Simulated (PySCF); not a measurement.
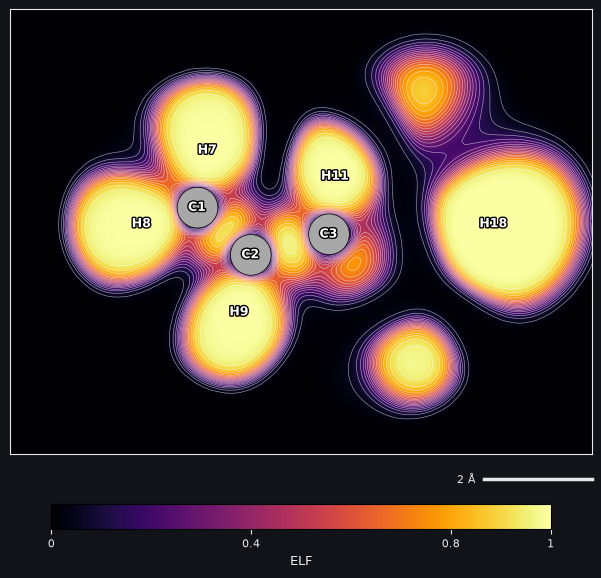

*C$_{4}$H$_{12}$AlN. ELF on the plane of atoms C2, C1 and H7. Grey discs cover the atomic cores.*

Geometry: GFN2-xTB.

The calculation used wB97X-D/def2-SVPD, SCF density, gas phase in PySCF 2.14.0.

```xyz
18

C     2.8522    0.1192    0.2486
C     1.7416   -0.5673    0.4424
C     0.4337    0.0589    0.8204
N    -0.5496    0.0614   -0.2686
C    -1.1002   -1.2503   -0.5805
Al   -1.9992    1.4005    0.2482
H     2.8826    1.1889    0.3765
H     3.7768   -0.3548   -0.0332
H     1.7355   -1.6422    0.3157
H    -0.0182   -0.4668    1.6661
H     0.5782    1.1053    1.1137
H    -0.0891    0.4283   -1.1023
H    -0.3461   -1.9553   -0.9384
H    -1.8707   -1.1287   -1.3416
H    -1.5741   -1.6477    0.3164
H    -1.0893    2.6859    0.2798
H    -2.9413    1.1979   -0.9926
H    -2.4314    0.7732    1.6236
```

Interpret the plot.

Answer. Atoms in the plane: C and H.
C–C (1.32 Å): the ELF peaks at about 0.95 between the atoms: a multiple bond.
C–C (1.50 Å): the ELF peaks at about 0.95 between the atoms, as expected for a shared electron pair.
C–H (1.08 Å): the ELF climbs to about 1 towards the hydrogen, as it does in any bond to H; an ordinary covalent bond to hydrogen.
